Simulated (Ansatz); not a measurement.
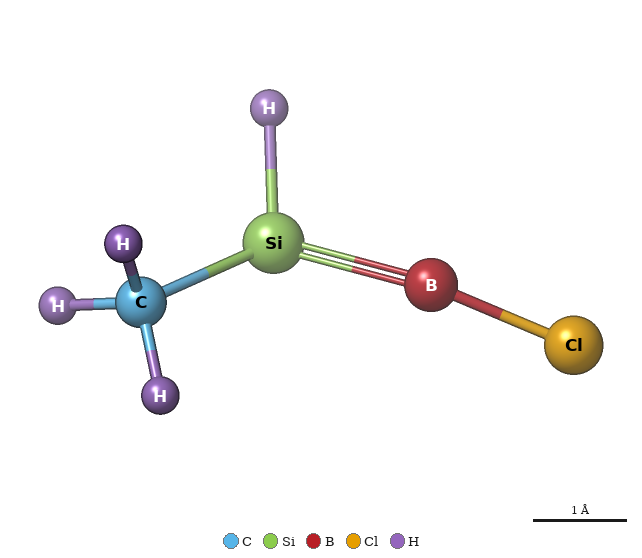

Atoms fade into the background with distance from the viewer. Computed geometry: PBE0-D4/def2-TZVP optimisation. No frequency run is at hand to confirm it as a minimum. Masses are those of the most abundant isotopes; constants are for the rigid equilibrium geometry.

### Classify the rotor and give the rotational constants (cm⁻¹).

An asymmetric top (C1): A = 0.599, B = 0.0531, C = 0.0496 cm⁻¹. Ray's parameter κ is −0.99, close to the prolate limit.
